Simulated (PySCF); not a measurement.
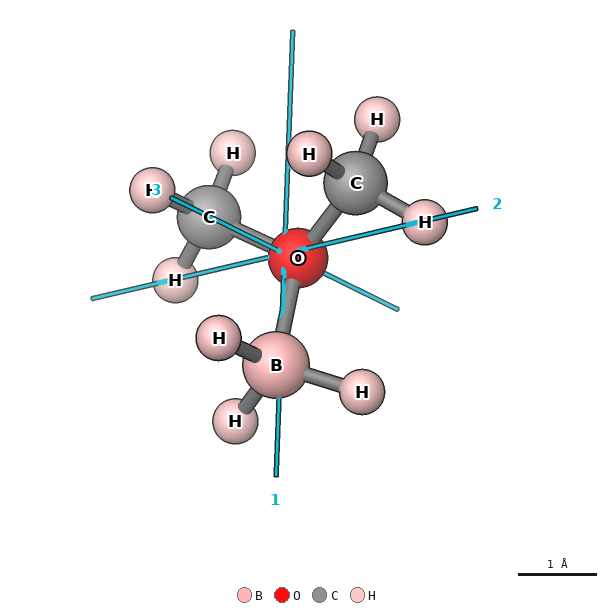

The three principal axes of inertia are drawn and numbered. Distant atoms are faded towards the background colour. The computed structure is the end point of a PBE0-D3(BJ)/def2-SVP optimisation. No frequency run is at hand to confirm it as a minimum. Masses are those of the most abundant isotopes; constants are for the rigid equilibrium geometry.

Question: Which line is the a axis (least moment of inertia), which b and which c?

Answer: a is line 1, b is line 2, c is line 3; the moments are 57.4, 63.6, 107 u Å².

Question: Classify the rotor and give the rotational constants (MHz).

Answer: An asymmetric top (Cs): A = 8802, B = 7950, C = 4722 MHz. Ray's parameter κ is 0.58, nearer the oblate limit.
